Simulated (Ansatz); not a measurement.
**A computed series for MoP: pressure series**

The parent structure is MoP (space group P-6m2, No. 187).

```yaml
crystal:
  lattice:
    - [3.24161, 0.00000, 0.00000]
    - [-1.62081, 2.80732, 0.00000]
    - [0.00000, 0.00000, 3.19410]
  atoms:
    - { symbol: Mo, position: [0.00000, 0.00000, 0.00000] }
    - { symbol: P, position: [0.33333, 0.66667, 0.50000] }
```

Cell and atoms are relaxed at each pressure.

Computed with Ansatz (an electronic-structure program), PBE, PAW, cutoff 420 eV, without spin-orbit coupling.

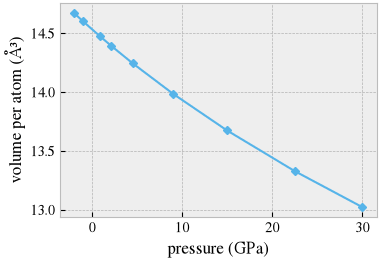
Figure: Volume against pressure

Q: Estimate the zero-pressure bulk modulus from the plot.

A: About 220 GPa; a third-order Birch–Murnaghan fit to the points gives V₀ = 14.53 Å³/atom, B₀ = 215 GPa and B₀′ = 4.3.

Load acts through the strain it causes; cell and atoms are relaxed under it. Stability against distortions was not tested. No other phases were tried under pressure. All final runs are without spin polarisation. An odd electron count without spin: MoP.
